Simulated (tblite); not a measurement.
Relaxed scan of C$_{5}$H$_{13}$NSi

The run: relaxed scan of C$_{5}$H$_{13}$NSi. Method and program: GFN2-xTB relaxed scan under a harmonic restraint, gas phase (tblite 0.8.0).

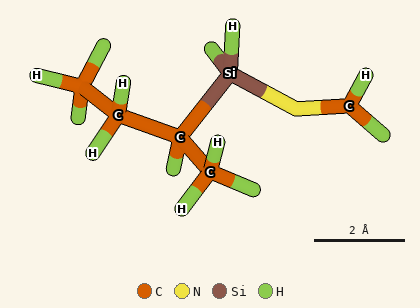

**Figure 1.** The structure as given in the input (stick view, seen at a tilt). Bond lengths as drawn: C–C 1.52 to 1.53 Å, C–H 1.09 to 1.10 Å, C–N 1.25 Å, C–Si 1.91 Å, H–Si 1.46 to 1.47 Å and N–Si 1.72 Å.

### Input
```
{"job": {"xc": "GFN2-xTB", "basis": "xTB", "coordinate": [["t", [7, 0, 1, 2], 0.5], ["t", [8, 0, 1, 2], 0.5]], "kind": "drive"}, "charge": 0, "multiplicity": 1}
C      3.468258     0.026740    -0.100652
N      2.357861     0.561559    -0.283898
Si     0.902343     0.689511     0.626338
C     -0.398937    -0.178684    -0.469463
C      0.025287    -1.609778    -0.797142
C     -1.788234    -0.184409     0.167694
C     -2.359884     1.210395     0.378113
H      4.228063     0.093372    -0.876750
H      3.758423    -0.520485     0.801423
H      0.733810     2.140541     0.693640
H      0.874778     0.098534     1.974634
H     -0.468463     0.370542    -1.414126
H      0.105826    -2.205989     0.110535
H     -0.703590    -2.089258    -1.450689
H      0.990550    -1.618334    -1.298701
H     -1.747512    -0.706636     1.126991
H     -2.469197    -0.748332    -0.478640
H     -3.382321     1.151114     0.746401
H     -2.364509     1.763758    -0.558705
H     -1.767699     1.766518     1.099962
```

The first line tells a small driver script what to run in tblite; the rest is the geometry in Å.

Command:
```bash
OMP_NUM_THREADS=1 python <driver script> task.json out
```

### What the program printed
```
point  coordinate     E/eV
  0    103.600     -597.71917
  1    118.400     -597.65527
  2    133.400     -597.57082
  3    148.900     -597.52193
  4    164.100     -597.52164
  5    179.700     -597.50172
  6    194.100     -597.51901
  7    209.100     -597.51626
  8    224.300     -597.47889
  9    239.800     -597.57080
 10    254.500     -597.63193
 11    269.100     -597.65169
```

### Results in brief

```json
{"quantity": "outcome", "value": "converged"}
{"quantity": "hardware", "value": "1 CPU thread, shared host"}
{"quantity": "wall time", "value": "3.6 s"}
{"quantity": "peak memory", "value": "0.19 GiB"}
```
